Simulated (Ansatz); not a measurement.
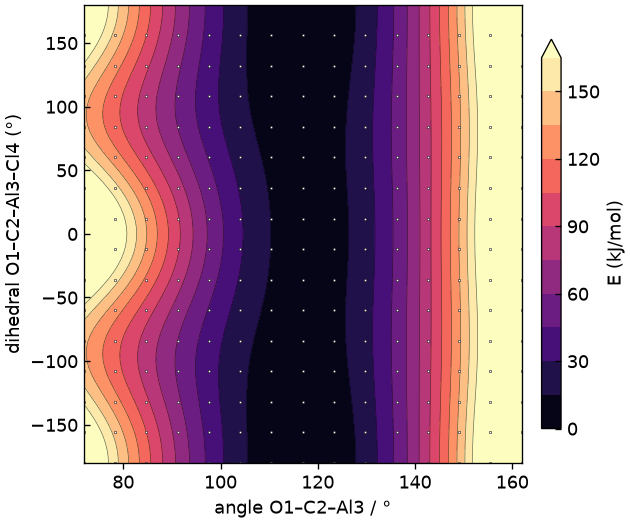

Energy landscape of CH2AlClO, SMILES O=[CH][AlH][Cl]. Coordinates scanned: (1) angle O1–C2–Al3; (2) dihedral O1–C2–Al3–Cl4. Nothing is relaxed (all other coordinates rigid). Grid: 15 × 15 points; 121 points were computed and 104 follow by symmetry. Energies are in kJ/mol, from the lowest grid point. Computed with Ansatz 0.2.0, RKS PBE0-D4/def2-TZVP.

Drawn: filled contours, dots at the grid points, one colour for all values above the top of the scale. Between grid points the surface is interpolated. 

**Where are the wells?**

The lowest grid point is at angle O1–C2–Al3 = 116.9°, dihedral O1–C2–Al3–Cl4 = −180°. The highest grid point, angle O1–C2–Al3 = 161.9°, dihedral O1–C2–Al3–Cl4 = −180°, lies 279 kJ/mol above the lowest. Round the minimum the two coordinates are nearly uncoupled.

Grid values (kJ/mol):

```
dihedral O1–C2–Al3–Cl4 ↓, angle O1–C2–Al3 →  71.9  78.3  84.7  91.2  97.6  104.0  110.4  116.9  123.3  129.7  136.2  142.6  149.0  155.4  161.9
                                        156   191   146   105    69    40     19      5      1      6     21     48     87    137    200    273
                                        132   163   127    93    63    38     18      6      2      7     23     49     86    135    195    263
                                        108   141   112    84    58    36     19      7      4      9     24     50     86    133    190    255
                                         84   139   111    85    60    38     21      9      6     11     25     50     85    132    188    253
                                         60   159   127    97    69    44     25     12      7     11     25     50     85    132    190    256
                                         36   197   156   117    82    52     29     14      7     11     24     49     85    133    193    263
                                         12   230   180   134    92    58     32     15      7     10     23     48     85    135    196    270
                                        −12   230   180   134    92    58     32     15      7     10     23     48     85    135    196    270
                                        −36   197   156   117    82    52     29     14      7     11     24     49     85    133    193    263
                                        −60   159   127    97    69    44     25     12      7     11     25     50     85    132    190    256
                                        −84   139   111    85    60    38     21      9      6     11     25     50     85    132    188    253
                                       −108   141   112    84    58    36     19      7      4      9     24     50     86    133    190    255
                                       −132   163   127    93    63    38     18      6      2      7     23     49     86    135    195    263
                                       −156   191   146   105    69    40     19      5      1      6     21     48     87    137    200    273
                                       −180   204   155   111    73    42     19      5      0      5     21     48     87    138    203    279
```

Time for the 121 points that were run: 11 min on 1 thread of Arm Neoverse V2, on a shared host.
